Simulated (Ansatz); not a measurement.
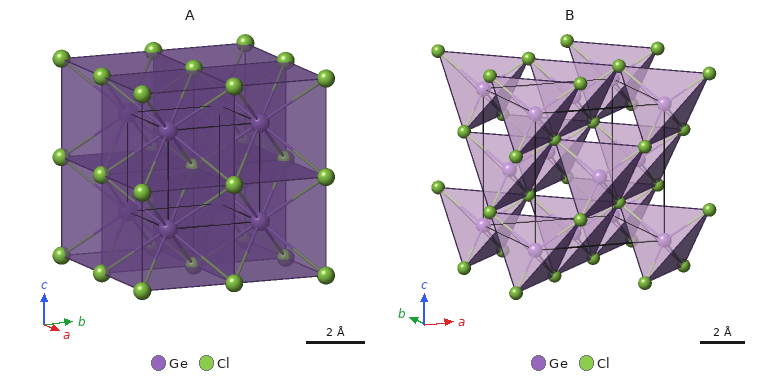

Two structures of GeCl, each relaxed to rest (conventional cells in solid outline, small ones repeated, not to one scale). Method: DFT PBE, scalar-relativistic, plane waves, PAW (Ansatz 0.2.0), without spin polarisation.

> Give the type and space group of each.

A: caesium chloride (CsCl, B2) type, Pm-3m. B: zinc blende (sphalerite type), F-43m.

> Which form lies lower?

A is lower, by 189 meV/atom at this level of theory (energies at zero smearing). Volumes: A 21.1, B 32.3 Å³/atom.

One or both may be structure types tried for this composition rather than known phases.
